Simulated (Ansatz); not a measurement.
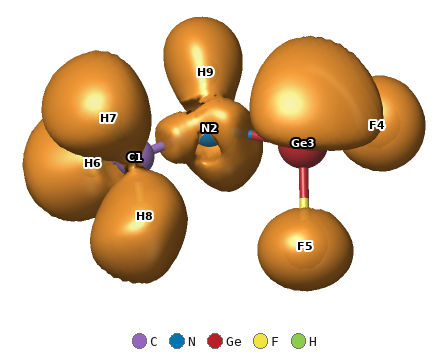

*CH$_{4}$F$_{2}$GeN (SMILES C[NH][Ge]([F])[F]) (doublet). Isosurface of the ELF at 0.75 (orange), seen at a tilt. Core shells and regions of very low density are left out.*

Geometry: PBE0-D4/def2-TZVP.

All numbers below come from UKS PBE0-D4/def2-TZVPP in Ansatz 0.2.0.

```yaml
atoms:
  - { symbol: C, position_ang: [0.1326, -1.1188, 0.5565] }
  - { symbol: N, position_ang: [-0.4689, 0.1788, 0.3097] }
  - { symbol: Ge, position_ang: [0.4422, 1.4725, -0.6335] }
  - { symbol: F, position_ang: [-0.7768, 2.6333, -1.0761] }
  - { symbol: F, position_ang: [0.8789, 0.6699, -2.1170] }
  - { symbol: H, position_ang: [-0.6601, -1.8446, 0.7601] }
  - { symbol: H, position_ang: [0.8306, -1.1349, 1.4007] }
  - { symbol: H, position_ang: [0.6615, -1.4501, -0.3379] }
  - { symbol: H, position_ang: [-0.9516, 0.5477, 1.1204] }
```

Question: Where are the electrons localised?

Answer: At this value the surface marks out one region around a hydrogen nucleus, one lobe on Ge, pointing away from the bonds (non-bonding electrons), two regions wrapped around F (the valence shell of each), one joined region spread over several atoms (C, H), in which their bonds and any lone pairs are merged and one joined region spread over several atoms (H, N), in which their bonds and any lone pairs are merged. Along the contacts the grid gives the following. C–N (1.45 Å): the ELF peaks at about 0.90 between the atoms; a covalent bond. Ge–F (1.74 Å): the ELF peaks at about 0.80 in the valence shell of F, 0.5 Å from its nucleus, and is about 0.25 at the midpoint.
